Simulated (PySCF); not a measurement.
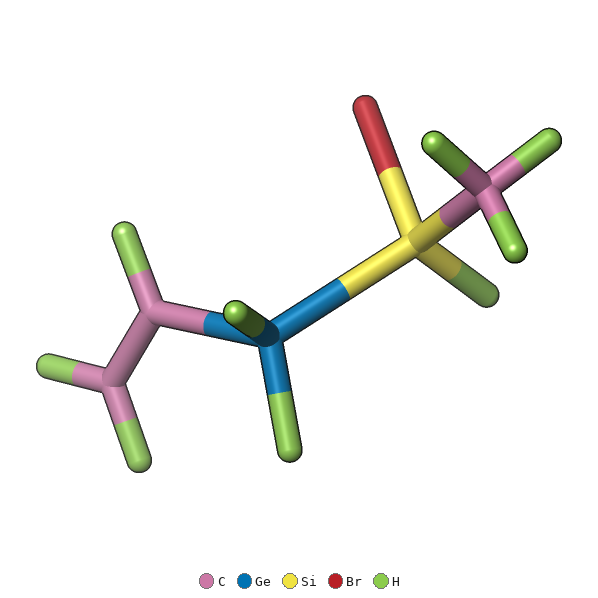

A stick model of a molecule. Every bond is drawn as one stick, whatever its order.

Computed geometry: GFN2-xTB optimisation. No frequency run is at hand to confirm it as a minimum.

Which formula does it have?

C3H9BrGeSi, 15 atoms: 3 carbon, 9 hydrogen, 1 bromine, 1 germanium and 1 silicon.

Count the bonded pairs by element.

6 C–H, 2 Ge–H, 1 C–C, 1 C–Ge, 1 Ge–Si, 1 C–Si, 1 Br–Si, 1 Si–H.

Give a SMILES string for it.

C=[CH][GeH2][Si@H](C)Br

Name functional groups in it.

Among them: alkene, Si–H bond.

What is the point group of this geometry?

C1.

More results for the same structure follow; atom numbers are the same in all pictures, views and colours differ.

**Geometry**

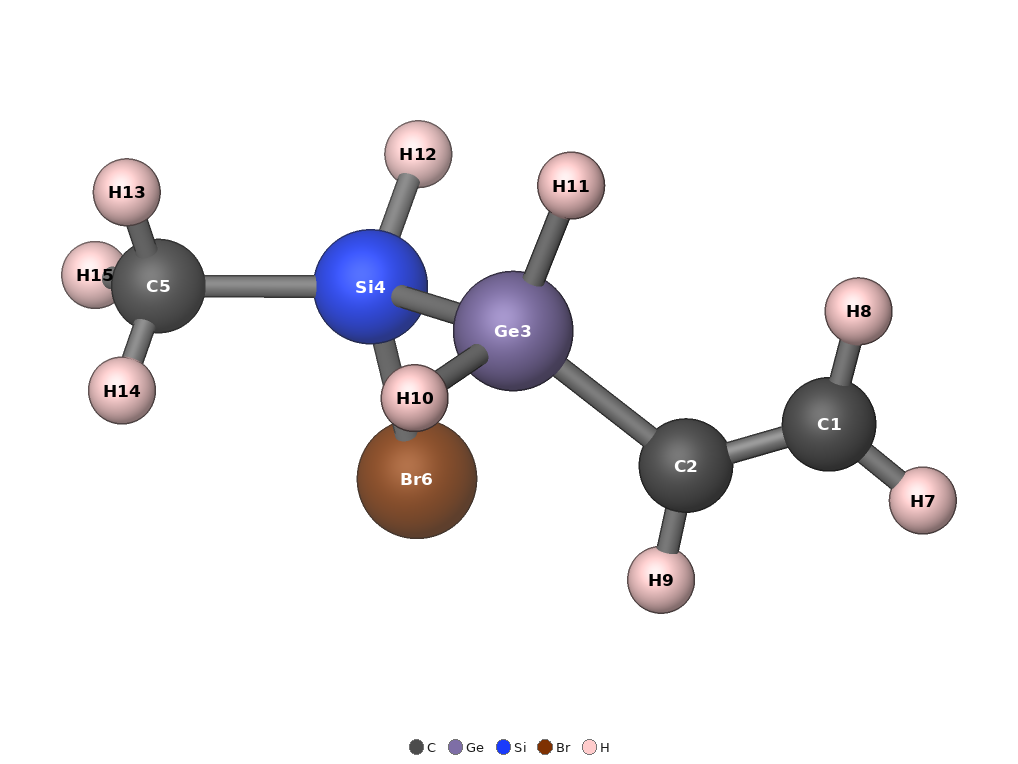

The atoms are numbered. No frequency run is at hand to confirm it as a minimum.

Which atoms are bonded, and how long are the bonds?

```tsv
bond	length (Å)
C1–C2	1.323
C1–H7	1.080
C1–H8	1.079
C2–Ge3	1.949
C2–H9	1.084
Ge3–Si4	2.347
Ge3–H10	1.511
Ge3–H11	1.508
Si4–C5	1.895
Si4–Br6	2.239
Si4–H12	1.463
C5–H13	1.087
C5–H14	1.088
C5–H15	1.087
```

**Dipole moment**

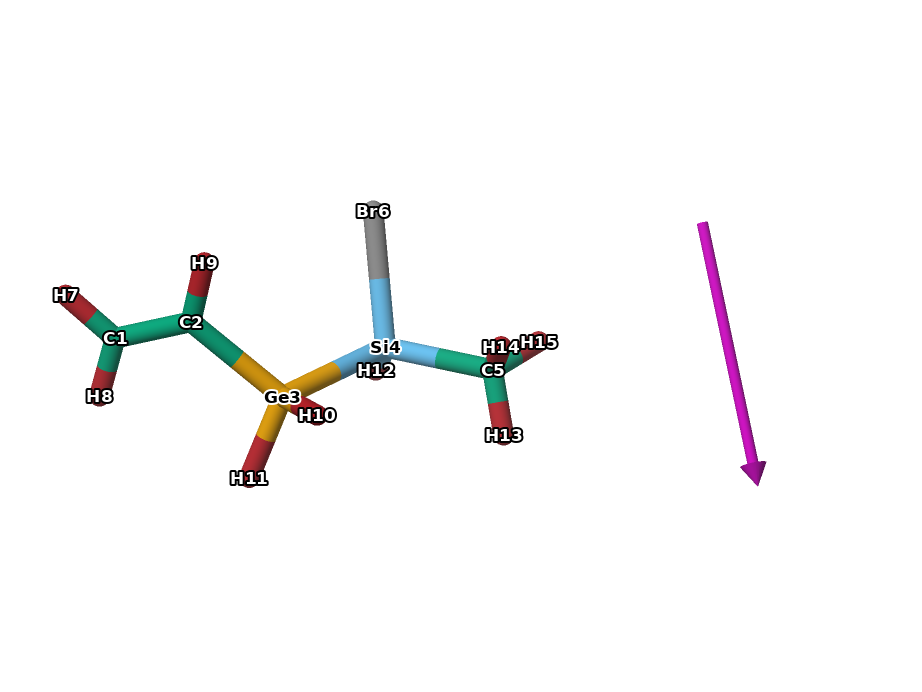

The arrow beside the molecule shows the direction of the dipole moment, from the negative to the positive end (its length means nothing). No frequency run is at hand to confirm it as a minimum. Method: B3LYP/def2-SVPD, gas phase (PySCF 2.14.0).

How large is the dipole moment?

1.51 D; it points from the side of Br6 to the side of H11, H13 (the outermost atoms at the two ends).

**Polarisability**

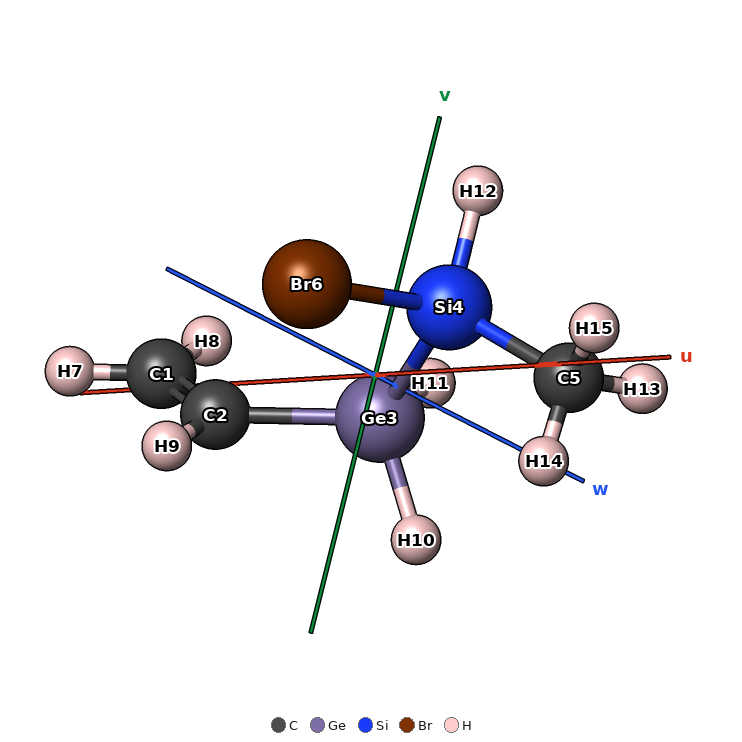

The lines u, v and w are the principal axes of the static dipole polarisability. No frequency run is at hand to confirm it as a minimum. Method: B3LYP/def2-SVPD (PySCF 2.14.0).

Along which axis is the molecule most polarisable, and along which least?

Most along u (close to the long direction C1···C5), least along v.

Give the three principal values.

u 144.1, v 95.5, w 119.5 bohr³; mean 119.7, anisotropy 42.0 bohr³.

**Excitation**

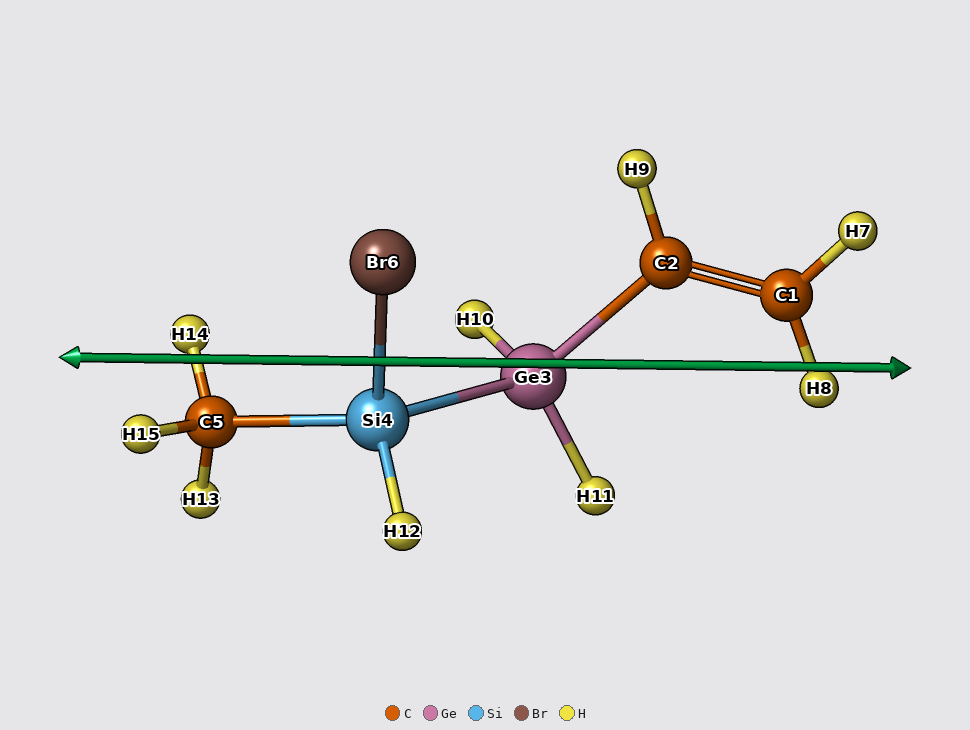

The double arrow shows the direction of the transition dipole to excited singlet state 3 (its length means nothing). No frequency run is at hand to confirm it as a minimum. Method: TDDFT B3LYP/def2-SVPD, vertical, gas phase, core orbitals frozen in the response (PySCF 2.14.0).

How is the transition polarised?

Close to the long direction C1···C5.

Where does the transition lie, and how strong is it?

6.18 eV (201 nm), oscillator strength 0.078, mainly HOMO → LUMO+1 (weight 0.70); transition dipole 1.83 D.

The geometry is semi-empirical. Around Br, Ge, Si such bond lengths and angles can be off by a tenth of an ångström or more and by several degrees, and values that hang on the shape move with them.
